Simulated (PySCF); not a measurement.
System: C$_{5}$H$_{10}$BFS.

Input file:

```
{"job": {"kind": "uv", "xc": "CAM-B3LYP", "basis": "def2-SVPD", "nstates": 8, "ntriplets": 3}, "charge": 0, "multiplicity": 1}
C      2.875222    -0.071021    -0.158693
C      1.418031     0.367529    -0.325641
B      0.331092    -0.628065     0.213045
C     -1.134055    -0.130027     0.525432
C     -2.318244    -1.034953     0.133401
S     -3.317878     0.375717    -0.474985
C     -1.682821     1.135028    -0.146153
F     -1.719381     2.225785     0.671477
H      3.124948    -0.156827     0.895934
H      3.041017    -1.038223    -0.626805
H      3.553071     0.650209    -0.610619
H      1.297083     1.369169     0.096127
H      1.222533     0.489173    -1.398775
H      0.571938    -1.759427     0.393797
H     -1.175652     0.049098     1.607880
H     -2.099311    -1.720406    -0.682697
H     -2.801029    -1.570230     0.947062
H     -1.195325     1.453791    -1.071442
```

Launched as:

```sh
OMP_NUM_THREADS=1 python probes_run.py task.json out
```

Geometry: GFN2-xTB.

Computed with CAM-B3LYP/def2-SVPD, SCF density, gas phase in PySCF 2.14.0.

What can the converged electron density and electron localisation function tell about the bonding?

C–F (1.36 Å): ρ at the midpoint is about 2.2 e/Å³, with its minimum of 1.6 e/Å³ about 0.5 Å from C; the ELF peaks at about 0.85 between the atoms; a shared but strongly polarised pair.
C–H (1.09 Å): the density is about 2 e/Å³ at the midpoint; the ELF climbs to about 1 towards the hydrogen, as it does in any bond to H: an ordinary covalent bond to hydrogen.

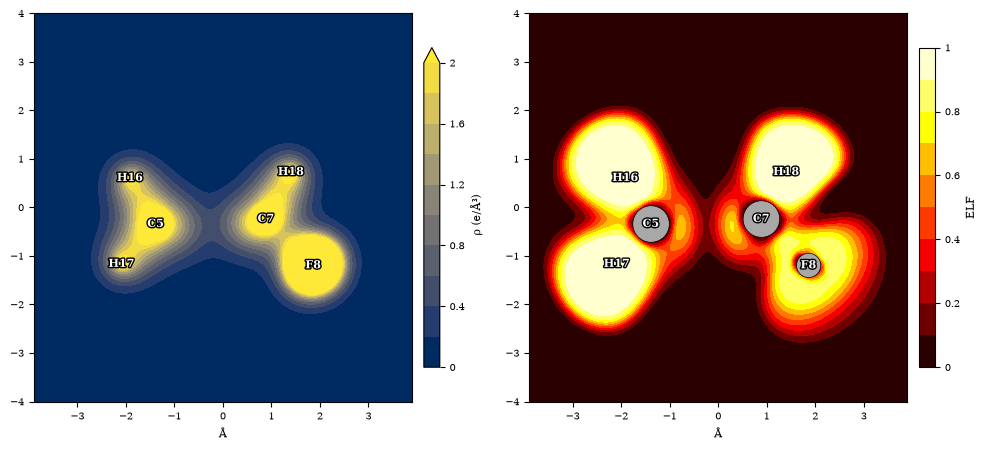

Computed electron density and electron localisation function on the plane of atoms F8, C7 and H18, in this order. Grey discs cover the atomic cores in the ELF map. 
